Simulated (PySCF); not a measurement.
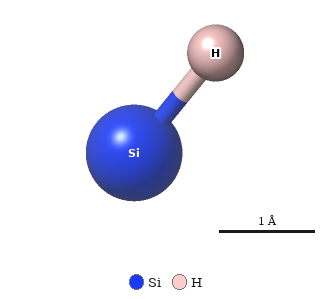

The input geometry (ball-and-stick view, seen at an oblique angle). Bond lengths as drawn: H–Si 1.46 Å.

# Geometry relaxation of SiH

System: SiH, multiplicity 2, SMILES [SiH].
Method: PBE0/def2-TZVP, UKS, dispersion D4 (PySCF 2.14.0).

The atoms were displaced at random from an optimised geometry.

What the program printed
```
#|     Arguments passed to driver run_optimizer():      |#
customengine              <pyscf.geomopt.geometric_solver.PySCFEngine object>
maxiter                   100
----------------------------------------------------------
Custom engine selected.
Bonds will be generated from interatomic distances less than 1.20 times sum of covalent radii
6 internal coordinates being used (instead of 6 Cartesians)
Internal coordinate system (atoms numbered from 1):
Distance 1-2
Translation-X 1-2
Translation-Y 1-2
Translation-Z 1-2
Rotation-A 1-2
Rotation-B 1-2
Rotation-C 1-2
<class 'geometric.internal.Distance'> : 1
<class 'geometric.internal.TranslationX'> : 1
<class 'geometric.internal.TranslationY'> : 1
<class 'geometric.internal.TranslationZ'> : 1
<class 'geometric.internal.RotationA'> : 1
<class 'geometric.internal.RotationB'> : 1
<class 'geometric.internal.RotationC'> : 1
> ===== Optimization Info: ====
> Job type: Energy minimization
> Maximum number of optimization cycles: 100
> Initial / maximum trust radius (Angstrom): 0.100 / 0.300
> Convergence Criteria:
> Will converge when all 5 criteria are reached:
>  |Delta-E| < 1.00e-06
>  RMS-Grad  < 3.00e-04
>  Max-Grad  < 4.50e-04
>  RMS-Disp  < 1.20e-03
>  Max-Disp  < 1.80e-03
> === End Optimization Info ===

Geometry optimization cycle 1
Cartesian coordinates (Angstrom)
 Atom        New coordinates             dX        dY        dZ
  Si  -0.000258   0.006744   0.054496    0.000000  0.000000  0.000000
   H   0.021381  -0.018801   1.512569    0.000000  0.000000  0.000000

WARN: Mole.unit (angstrom) is changed to Bohr

WARN: HOMO -0.128731802787394 >= LUMO -0.128731802787394

converged SCF energy = -289.862864415285  <S^2> = 0.75749886  2S+1 = 2.0074849
--------------- DFUKS_Scanner gradients ---------------
         x                y                z
0 Si     0.0003655687    -0.0004317427     0.0246415387
1 H    -0.0003656953     0.0004317122    -0.0246415259
----------------------------------------------
cycle 1: E = -289.862864415  dE = -289.863  norm(grad) = 0.0348576
Step    0 : Gradient = 2.465e-02/2.465e-02 (rms/max) Energy = -289.8628644153
Hessian Eigenvalues: 5.00000e-02 5.00000e-02 5.00000e-02 ... 5.00000e-02 5.00000e-02 1.88288e-01

Geometry optimization cycle 2
Cartesian coordinates (Angstrom)
 Atom        New coordinates             dX        dY        dZ
  Si  -0.000769   0.007351   0.019869   -0.000511  0.000607 -0.034627
   H   0.021895  -0.019408   1.547196    0.000514 -0.000607  0.034627
converged SCF energy = -289.864478956974  <S^2> = 0.75745113  2S+1 = 2.0074373
--------------- DFUKS_Scanner gradients ---------------
         x                y                z
0 Si     0.0000176592    -0.0000209518     0.0011949815
1 H    -0.0000177331     0.0000209371    -0.0011950655
----------------------------------------------
cycle 2: E = -289.864478957  dE = -0.00161454  norm(grad) = 0.00169046
Step    1 : Displace = 3.464e-02/3.464e-02 (rms/max) Trust = 1.000e-01 (=) Grad = 1.195e-03/1.195e-03 (rms/max) E (change) = -289.8644789570 (-1.615e-03) Quality = 1.001
Hessian Eigenvalues: 5.00000e-02 5.00000e-02 5.00000e-02 ... 5.00000e-02 5.00000e-02 1.79157e-01

Geometry optimization cycle 3
Cartesian coordinates (Angstrom)
 Atom        New coordinates             dX        dY        dZ
  Si  -0.000793   0.007383   0.018105   -0.000024  0.000031 -0.001764
   H   0.021921  -0.019439   1.548962    0.000026 -0.000031  0.001766
converged SCF energy = -289.864483534834  <S^2> = 0.75744874  2S+1 = 2.0074349
--------------- DFUKS_Scanner gradients ---------------
         x                y                z
0 Si     0.0000025972    -0.0000031592     0.0001794744
1 H    -0.0000026661     0.0000031453    -0.0001795582
----------------------------------------------
cycle 3: E = -289.864483535  dE = -4.57786e-06  norm(grad) = 0.000253941
Step    2 : Displace = 1.765e-03/1.765e-03 (rms/max) Trust = 1.414e-01 (+) Grad = 1.796e-04/1.796e-04 (rms/max) E (change) = -289.8644835348 (-4.578e-06) Quality = 1.148
Hessian Eigenvalues: 5.00000e-02 5.00000e-02 5.00000e-02 ... 5.00000e-02 5.00000e-02 1.52244e-01

Geometry optimization cycle 4
Cartesian coordinates (Angstrom)
 Atom        New coordinates             dX        dY        dZ
  Si  -0.000796   0.007388   0.017794   -0.000003  0.000006 -0.000311
   H   0.021925  -0.019444   1.549275    0.000005 -0.000006  0.000313
converged SCF energy = -289.864483641709  <S^2> = 0.75744822  2S+1 = 2.0074344
--------------- DFUKS_Scanner gradients ---------------
         x                y                z
0 Si    -0.0000000402    -0.0000000437     0.0000016615
1 H    -0.0000000279     0.0000000299    -0.0000017451
----------------------------------------------
cycle 4: E = -289.864483642  dE = -1.06875e-07  norm(grad) = 2.41063e-06
```

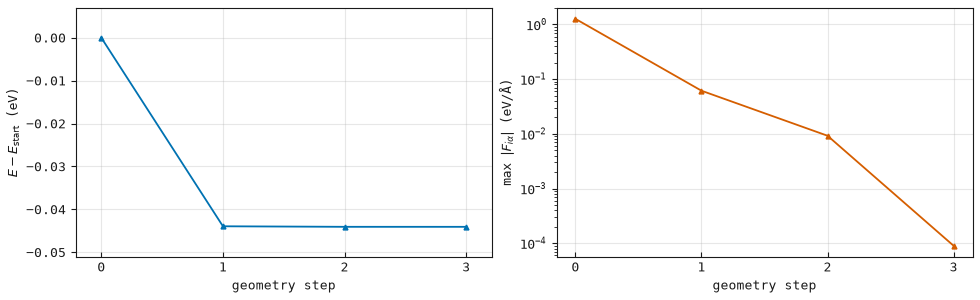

Progress of the relaxation, step by step (steps are counted from 0).

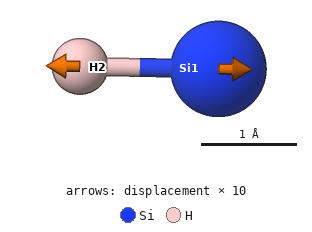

The starting structure with the displacements as orange arrows, magnified 10 times (ball-and-stick view, seen at a tilt). The two geometries are laid on each other by the best rigid fit. The largest moves after the best rigid fit, 0.037 Å, are those of Si1 and H2. Largest moves by element: H 0.037 Å, Si 0.037 Å. Among the contacts that change: Si1–H2 1.458 → 1.532 Å. The energy falls by 0.044 eV in 3 geometry steps. The largest force component goes from 1.3 to under 0.0001 eV/Å. (Atoms are counted from 1 in the order of the input.)

```
Step    3 : Displace = 3.121e-04/3.121e-04 (rms/max) Trust = 2.000e-01 (+) Grad = 1.705e-06/1.746e-06 (rms/max) E (change) = -289.8644836417 (-1.069e-07) Quality = 1.009
Hessian Eigenvalues: 5.00000e-02 5.00000e-02 5.00000e-02 ... 5.00000e-02 5.00000e-02 1.52244e-01
Converged! =D

converged: True
Si         -0.00079614        0.00738847        0.01779383
H           0.02192520       -0.01944415        1.54927487

WARN: HOMO -0.127410691998462 >= LUMO -0.127410691998461

converged SCF energy = -289.864483638752  <S^2> = 0.75744818  2S+1 = 2.0074344
E(PBE0) = -289.864483639
```

Trajectory as extended XYZ (Å, eV, eV/Å), 4 frames, from step=0 to step=3
```
2
Properties=species:S:1:pos:R:3:forces:R:3 step=0 energy=-7887.57036
Si   -0.0003    0.0067    0.0545   -0.0188   0.0222  -1.2671
H     0.0214   -0.0188    1.5126    0.0188  -0.0222   1.2671
2
Properties=species:S:1:pos:R:3:forces:R:3 step=1 energy=-7887.61430
Si   -0.0008    0.0074    0.0199   -0.0009   0.0011  -0.0614
H     0.0219   -0.0194    1.5472    0.0009  -0.0011   0.0615
2
Properties=species:S:1:pos:R:3:forces:R:3 step=2 energy=-7887.61442
Si   -0.0008    0.0074    0.0181   -0.0001   0.0002  -0.0092
H     0.0219   -0.0194    1.5490    0.0001  -0.0002   0.0092
2
Properties=species:S:1:pos:R:3:forces:R:3 step=3 energy=-7887.61442
Si   -0.0008    0.0074    0.0178    0.0000   0.0000  -0.0001
H     0.0219   -0.0194    1.5493    0.0000   0.0000   0.0001
```

This output came from the following input.

Input file (job.py)
```python
from pyscf import gto, dft
from pyscf.geomopt.geometric_solver import kernel as optimise

mol = gto.Mole()
mol.atom = 'mol.xyz'
mol.spin = 1
mol.verbose = 3
mol.max_memory = 1860
mol.basis = 'def2-tzvp'
mol.build()

mf = dft.UKS(mol)
mf.xc = 'pbe0'
mf = mf.density_fit(auxbasis='def2-universal-jkfit')
mf.max_cycle = 100
mf.grids.level = 4
mf.conv_tol = 1e-09
mf.disp = 'd4'
converged, mol_eq = optimise(mf, maxsteps=100)
print('converged:', converged)
print(mol_eq.tostring())

mf.reset(mol_eq)
mol = mol_eq
mf.kernel()
etot = mf.e_tot
print('E(%s) = %.9f' % ('PBE0', etot))
```

File mol.xyz
```
2
HSi
Si    -0.000258     0.006744     0.054496
H      0.021381    -0.018801     1.512569
```

Command:
```bash
OMP_NUM_THREADS=1 python job.py
```

Key numbers

- outcome: converged
- total energy: −289.864484 hartree
- dispersion energy: −0.000348 hartree
- basis functions: 43
- ⟨S²⟩: 0.757
- dipole moment: 0.14 D
- hardware: 1 thread of Arm Neoverse V1, 24 GiB of memory available, shared host
- wall time: 9.9 s
- peak memory: 0.37 GiB
